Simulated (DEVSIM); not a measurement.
Device: abrupt Si p-n junction, at 300 K.

```csv
layer (left to right),material,thickness (μm),Nd (cm⁻³),Na (cm⁻³),τn (s),τp (s)
1,Si,66.0,-,2.7e16,0.00011,0.00011
2,Si,5.50,2.6e14,-,0.00011,0.00011
```

Left contact: ohmic. Right contact: ohmic. Voltage is applied to the left contact. Recombination: SRH at mid-gap, Auger. Gap narrowing is on: ΔEg = 6.92 meV × (l + √(l² + 0.5)), l = ln(N/1.3e17 cm⁻³), shared equally by both band edges. Mobility is μmin + (μ − μmin)/(1 + (N/Nref)^α).

This is a model device: material constants are rounded textbook-type values typed into the input, and sizes, dopings and lifetimes were drawn at random. Values at 300 K.

| parameter | Si |
|---|---|
| gap (eV) | 1.124 |
| affinity (eV) | 4.05 |
| permittivity | 11.7 |
| Nc (cm⁻³) | 2.86e19 |
| Nv (cm⁻³) | 3.1e19 |
| μn (cm²/Vs) | 1417 |
| μp (cm²/Vs) | 470 |
| μn,min | 52 |
| μp,min | 45 |
| Nref,n | 9.7e16 |
| Nref,p | 2.2e17 |
| αn | 0.68 |
| αp | 0.72 |
| Cn (cm⁶/s) | 2.8e-31 |
| Cp (cm⁶/s) | 9.9e-32 |

Model (solved in DEVSIM): 1D drift-diffusion, Boltzmann statistics, complete ionisation; no tunnelling, impact ionisation, image-force lowering or self-heating.

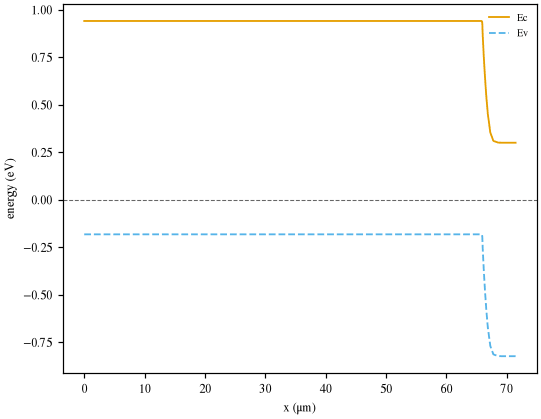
Fig. 1. Band edges at zero bias

Energies count from the Fermi level of the right contact; mesh points crowd at the junctions.

```json
[
 {"x (μm)": "0.000", "Ec (eV)": "0.941", "Ev (eV)": "-0.182", "n (cm⁻³)": "4500", "p (cm⁻³)": "2.7e16", "field (V/cm)": "≈ 0"},
 {"x (μm)": "0.04535", "Ec (eV)": "0.941", "Ev (eV)": "-0.182", "n (cm⁻³)": "4500", "p (cm⁻³)": "2.7e16", "field (V/cm)": "≈ 0"},
 {"x (μm)": "0.1683", "Ec (eV)": "0.941", "Ev (eV)": "-0.182", "n (cm⁻³)": "4500", "p (cm⁻³)": "2.7e16", "field (V/cm)": "≈ 0"},
 {"x (μm)": "0.5314", "Ec (eV)": "0.941", "Ev (eV)": "-0.182", "n (cm⁻³)": "4500", "p (cm⁻³)": "2.7e16", "field (V/cm)": "≈ 0"},
 {"x (μm)": "2.292", "Ec (eV)": "0.941", "Ev (eV)": "-0.182", "n (cm⁻³)": "4500", "p (cm⁻³)": "2.7e16", "field (V/cm)": "≈ 0"},
 {"x (μm)": "6.397", "Ec (eV)": "0.941", "Ev (eV)": "-0.182", "n (cm⁻³)": "4500", "p (cm⁻³)": "2.7e16", "field (V/cm)": "≈ 0"},
 {"x (μm)": "18.52", "Ec (eV)": "0.941", "Ev (eV)": "-0.182", "n (cm⁻³)": "4500", "p (cm⁻³)": "2.7e16", "field (V/cm)": "≈ 0"},
 {"x (μm)": "50.81", "Ec (eV)": "0.941", "Ev (eV)": "-0.182", "n (cm⁻³)": "4500", "p (cm⁻³)": "2.7e16", "field (V/cm)": "≈ 0"},
 {"x (μm)": "60.76", "Ec (eV)": "0.941", "Ev (eV)": "-0.182", "n (cm⁻³)": "4500", "p (cm⁻³)": "2.7e16", "field (V/cm)": "≈ 0"},
 {"x (μm)": "64.20", "Ec (eV)": "0.941", "Ev (eV)": "-0.182", "n (cm⁻³)": "4500", "p (cm⁻³)": "2.7e16", "field (V/cm)": "≈ 0"},
 {"x (μm)": "65.39", "Ec (eV)": "0.941", "Ev (eV)": "-0.182", "n (cm⁻³)": "4500", "p (cm⁻³)": "2.7e16", "field (V/cm)": "≈ 0"},
 {"x (μm)": "65.87", "Ec (eV)": "0.941", "Ev (eV)": "-0.182", "n (cm⁻³)": "4500", "p (cm⁻³)": "2.7e16", "field (V/cm)": "-72"},
 {"x (μm)": "65.97", "Ec (eV)": "0.930", "Ev (eV)": "-0.193", "n (cm⁻³)": "6700", "p (cm⁻³)": "1.8e16", "field (V/cm)": "-4000"},
 {"x (μm)": "66.00", "Ec (eV)": "0.905", "Ev (eV)": "-0.218", "n (cm⁻³)": "18000", "p (cm⁻³)": "6.7e15", "field (V/cm)": "-10000"},
 {"x (μm)": "66.09", "Ec (eV)": "0.837", "Ev (eV)": "-0.287", "n (cm⁻³)": "250000", "p (cm⁻³)": "4.6e14", "field (V/cm)": "-6700"},
 {"x (μm)": "66.30", "Ec (eV)": "0.712", "Ev (eV)": "-0.411", "n (cm⁻³)": "3.1e7", "p (cm⁻³)": "3.8e12", "field (V/cm)": "-5600"},
 {"x (μm)": "66.90", "Ec (eV)": "0.450", "Ev (eV)": "-0.674", "n (cm⁻³)": "7.9e11", "p (cm⁻³)": "1.5e8", "field (V/cm)": "-3200"},
 {"x (μm)": "68.62", "Ec (eV)": "0.301", "Ev (eV)": "-0.823", "n (cm⁻³)": "2.6e14", "p (cm⁻³)": "460000", "field (V/cm)": "-17"},
 {"x (μm)": "70.76", "Ec (eV)": "0.300", "Ev (eV)": "-0.824", "n (cm⁻³)": "2.6e14", "p (cm⁻³)": "450000", "field (V/cm)": "≈ 0"},
 {"x (μm)": "71.26", "Ec (eV)": "0.300", "Ev (eV)": "-0.824", "n (cm⁻³)": "2.6e14", "p (cm⁻³)": "450000", "field (V/cm)": "≈ 0"},
 {"x (μm)": "71.43", "Ec (eV)": "0.300", "Ev (eV)": "-0.824", "n (cm⁻³)": "2.6e14", "p (cm⁻³)": "450000", "field (V/cm)": "≈ 0"},
 {"x (μm)": "71.50", "Ec (eV)": "0.300", "Ev (eV)": "-0.824", "n (cm⁻³)": "2.6e14", "p (cm⁻³)": "450000", "field (V/cm)": "≈ 0"}
]
```
